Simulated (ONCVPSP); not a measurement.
La (Z = 57), optimised norm-conserving Vanderbilt (ONCV), made with ONCVPSP 4.0.1 (LDA (Perdew-Zunger), scalar-relativistic). Core [Kr] 4d10, reference 5s2 5p6 5d1 6s1 6p1. Waves: 5s+6s: rc 2.50 bohr, ncon 4, nbas 8, qcut 4.8 1/bohr, 3 projectors, debl 3 Ha; 5p+6p: rc 3.50 bohr, ncon 5, nbas 10, qcut 3.7 1/bohr, 3 projectors, debl 0.5 Ha; 5d: rc 3.25 bohr, ncon 4, nbas 9, qcut 5.6 1/bohr, 2 projectors, debl 2.4 Ha; f scattering state at 0.08 Ha: rc 2.50 bohr, ncon 4, nbas 8, qcut 5 1/bohr, local. Local part: the f channel. Core correction: Teter function, fcfact 6.6, rcfact 1.75.

In the f channel the program set the typed energies aside and used -0.209 Ha.

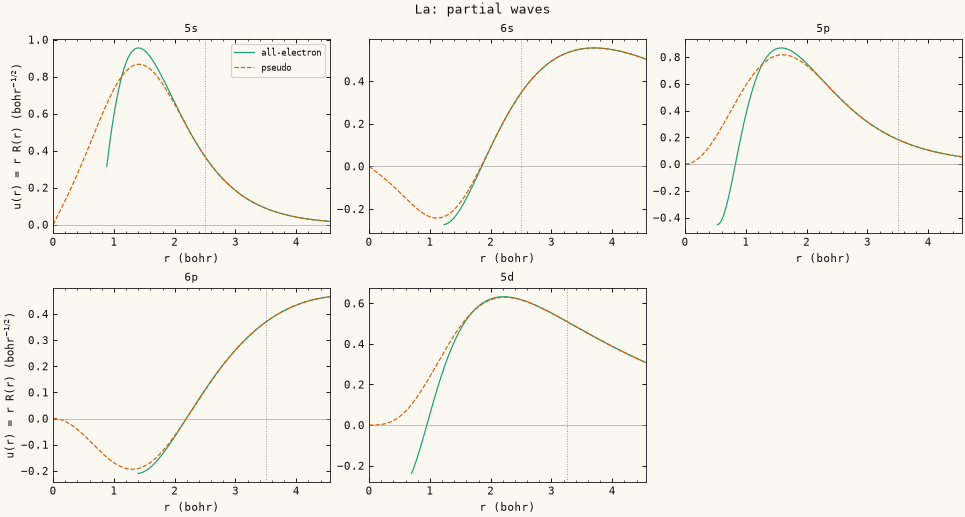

Pseudo-waves (dashed) against the all-electron radial functions (solid). Dotted lines mark the matching radii. The all-electron curves start outside the innermost oscillations, which aren't drawn.

Pseudo-waves: 5s has no node; 6s has a node at about 1.8 bohr; 5p has no node; 6p has a node at about 2.2 bohr; 5d has no node. A node in 6s and 6p is expected, since a lower shell of the same l is also in the valence and the two must stay orthogonal.

- Cutoffs needed: 8.0 Ha and 9.6 Ha (the cutoffs at which the residual kinetic energy of the hardest occupied pseudo-wave falls to 1 and 0.1 mHa per electron)
- Ghost test: no bound ghost flagged; GHOST(+) flagged for s at 140.8 eV, d at 89.7 eV
- Largest excitation error: -6.9 meV (all-electron minus pseudo) for 5s2 5p6 5d1 6s0 6p0, out of 4 test configurations
- rms error of d²Exc/dni dnj: 2.97 mHa without and 3.14 mHa with the model core
